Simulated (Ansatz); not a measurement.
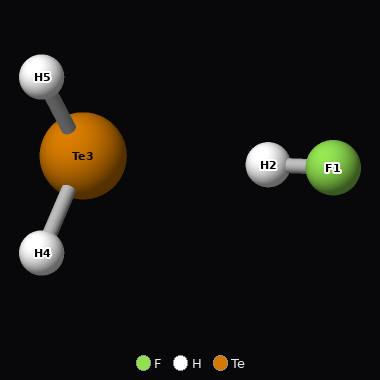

The system is the pair FH···H₂Te; the picture shows the reference structure. The turn is about an axis along (−0.86, 0.47, −0.20) in the frame of the relaxed pair, normal to the line between the partners. The first coordinate is: distance Te3···H2; the second: turn of F1, H2 about its own atom H2. The scan uses an 11 × 10 grid; 85 points were computed and 23 follow by symmetry. At 2 points there is no value (left out of the scan, as a rule where atoms come close). Points are written as (first, second). Energies are in kJ/mol, from the two partners far apart, frozen as in the relaxed pair, each in its own basis (no counterpoise correction). All numbers below come from RKS BHLYP-D4/def2-TZVPD (Ansatz 0.2.0).

Its coordinates:

```csv
atom,x (Å),y (Å),z (Å)
F,-0.0380,-0.0863,-2.4253
H,-0.1649,0.0240,-1.5178
Te,-0.5746,0.3647,1.0739
H,-0.1795,-1.1806,1.4800
H,0.9570,0.8782,1.3891
```

Range: distance Te3···H2 from 2.223 to 3.623 Å; turn of F1, H2 about its own atom H2 from −180 to 144°.

What will the energy surface look like?

The lowest grid point is at (2.611 Å, 0°), −20 kJ/mol from the two partners far apart, frozen as in the relaxed pair, each in its own basis (no counterpoise correction). It is the only kind of minimum in the scanned range. The highest grid point, (2.370 Å, −180°), lies 1450 kJ/mol above the lowest. At the highest point the unbonded atoms F1···Te3 come to 1.45 Å, against 3.53 Å at the lowest; the sum of their van der Waals radii is about 3.5 Å.

```
second ↓, first →  2.223  2.278  2.370  2.482  2.611  2.753  2.907  3.072  3.247  3.431  3.623
              144    959    833    668    518    387    276    187    120     74     43     24
              108    235    206    164    122     86     57     36     21     11      5      2
               72     51     41     27     15      6      0     −4     −6     −6     −6     −5
               36      4     −1     −7    −12    −15    −15    −15    −14    −12    −10     −8
                0     −7    −11    −15    −18    −20    −19    −18    −16    −13    −11     −9
              −36      4     −1     −7    −12    −15    −15    −15    −14    −12    −10     −8
              −72     51     41     27     15      6      0     −4     −6     −6     −6     −5
             −108    235    206    164    122     86     57     36     21     11      5      2
             −144    959    833    668    518    387    276    187    120     74     43     24
             −180      –      –   1430   1024    728    511    346    222    136     79     44
```

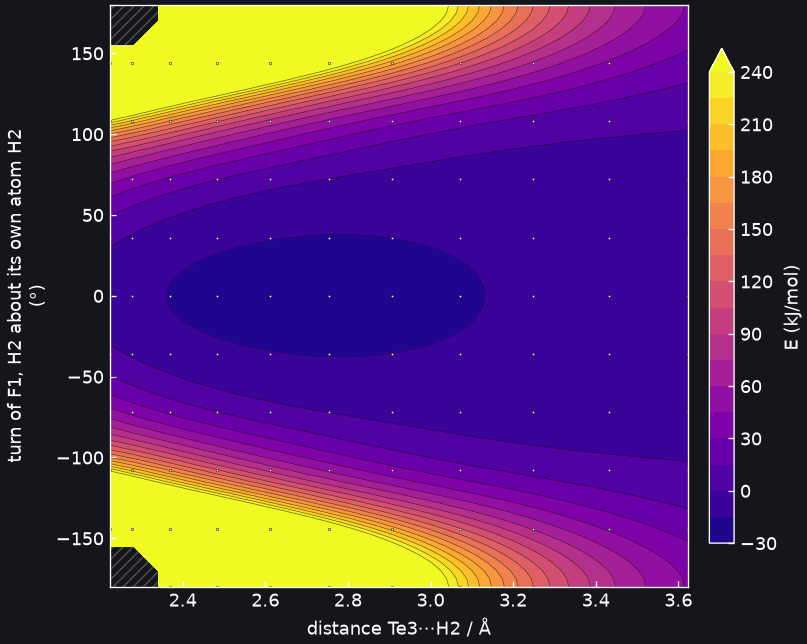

In the figure: filled contours, dots at the grid points, one colour for all values above the top of the scale, hatched blanks where no value was computed. Between grid points the surface is interpolated.

Each point was launched as `ansatz run input.yaml --threads 1 --pin off --max-ram 2560MiB --backend cpu --events-out ev --progress --plain --runs-dir out`. Time for the 85 points that were run: 5.7 min on 1 thread of Arm Neoverse V2, with other jobs on the host.
